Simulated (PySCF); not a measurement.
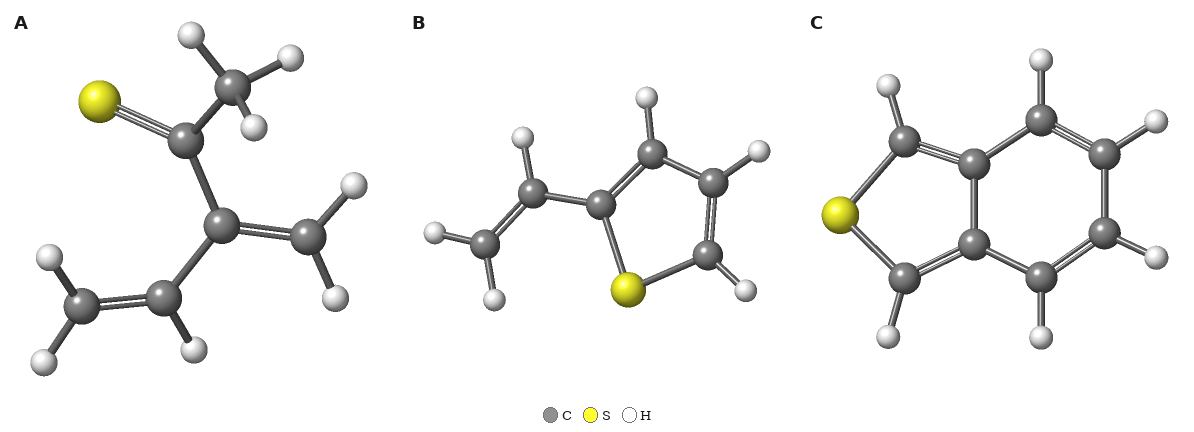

The picture comes from a calculation with PySCF.

### Match each picture to its SMILES.
(1) c1ccc2cscc2c1
(2) C=Cc1cccs1
(3) C=CC(=C)C(C)=S

A is (3), B is (2), C is (1).
